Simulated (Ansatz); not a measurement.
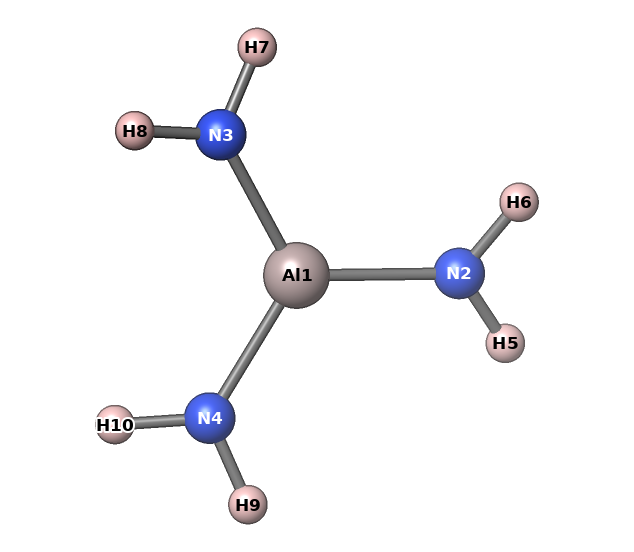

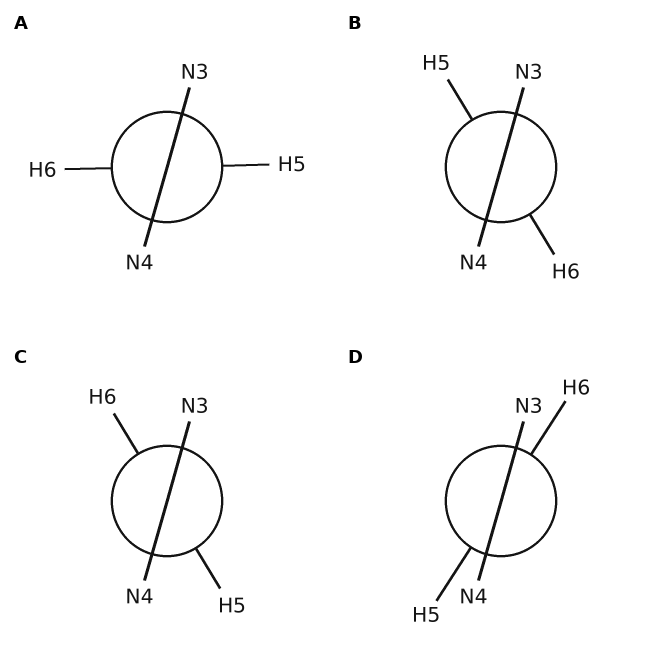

Depth is shown by fading: the farther an atom, the more it takes the colour of the background. Bonds that would overlap in a projection are set slightly apart. The computed structure is the end point of a PBE0-D4/def2-TZVP optimisation.

Which Newman projection shows the view along Al1–N2, with Al1 in front?

Answer. D. The torsion angle N3–Al1–N2–H5 is −167°, antiperiplanar (anti).
